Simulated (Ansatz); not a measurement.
## A ladder of methods for GeH3O (SMILES [O][GeH3])

GeH3O: 5 atoms, total charge 0, spin state doublet. SMILES: `[O][GeH3]`. Geometry: optimised at PBE0/def2-SVP.

```xyz
5

O    -1.4464    0.4237    0.7815
Ge    0.0671   -0.0591   -0.0569
H    -0.1582   -0.0903   -1.5783
H     0.5532   -1.4196    0.4715
H     1.0341    1.0716    0.3408
```

Quantity: the adiabatic ionisation energy (to the singlet cation, shapes relaxed at PBE0/def2-SVP, no zero-point term), in eV. The values are calculated.

```
               level                    kind  program  value (eV)  less CCSD(T)/def2-TZVPP  CPU time (all runs)
   USVWN5/def2-TZVPP                     LDA   Ansatz        5.64                    -0.34                6.1 s
     UPBE/def2-TZVPP                     GGA   Ansatz        5.91                    -0.07                 13 s
 U-r2SCAN/def2-TZVPP                meta-GGA   Ansatz        6.17                    +0.19                 33 s
 UPBE0-D4/def2-TZVPP           global hybrid   Ansatz        6.06                    +0.08                 12 s
U-wB97M-V/def2-TZVPP  range-separated hybrid   Ansatz        5.92                    -0.06                 44 s
  RPA@PBE/def2-TZVPP                     RPA   Ansatz        6.38                    +0.40                 22 s
     UMP2/def2-TZVPP     perturbation theory   Ansatz        5.58                    -0.40                 12 s
 UCCSD(T)/def2-TZVPP   coupled cluster or CI   Ansatz        5.98                     0.00                 51 s
```

Differences are taken from UCCSD(T)/def2-TZVPP for orientation; it has basis-set and higher-order errors of its own. All-electron rows without a relativistic Hamiltonian named are non-relativistic. The values span 5.58 to 6.38 eV. In the correlated wave-function rows the outer d shell of Ge is correlated, in sets not made for it. In so small a basis fixed costs decide the times, and correlated methods can beat functionals. Times are those of the runs behind each value, whatever else they computed, on shared processors of several kinds: orders of magnitude only.

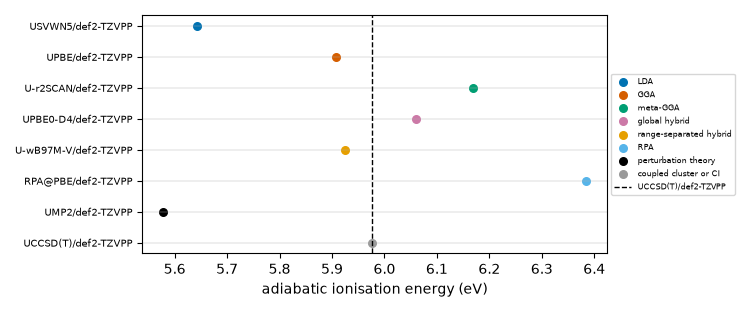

The values of the table, level by level.
